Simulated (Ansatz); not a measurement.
The structure below was relaxed with PBEsol in Ansatz (plane waves to 420 eV, PAW, scalar-relativistic without spin-orbit coupling), at pressure 7.5 GPa.

```
NaCl
1.0
    0.00000     2.63191     2.63191
    2.63191     0.00000     2.63191
    2.63191     2.63191     0.00000
Na Cl
1 1
Cartesian
  0.00000   0.00000   0.00000
  2.63191   2.63191   2.63191
```

**Question.** Find the space group and the Wyckoff positions.

**Answer.** Space group Fm-3m (No. 225); a = b = c = 5.2638 Å, α = β = γ = 90.00°

| atom | site | symmetry | x | y | z |
|---|---|---|---|---|---|
| Na | 4a | m-3m | 0.0000 | 0.0000 | 0.0000 |
| Cl | 4b | m-3m | 0.5000 | 0.5000 | 0.5000 |

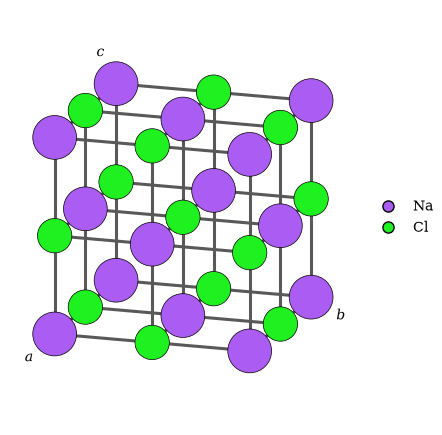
*The conventional cell*

Load acts through the strain it causes; cell and atoms are relaxed under it. No phonon test of stability was made. Competing high-pressure phases were not computed. The cell was made from NaCl in the rock salt structure (space group Fm-3m, No. 225) by this change: pressure 7.5 GPa.

Ansatz is an electronic-structure program.
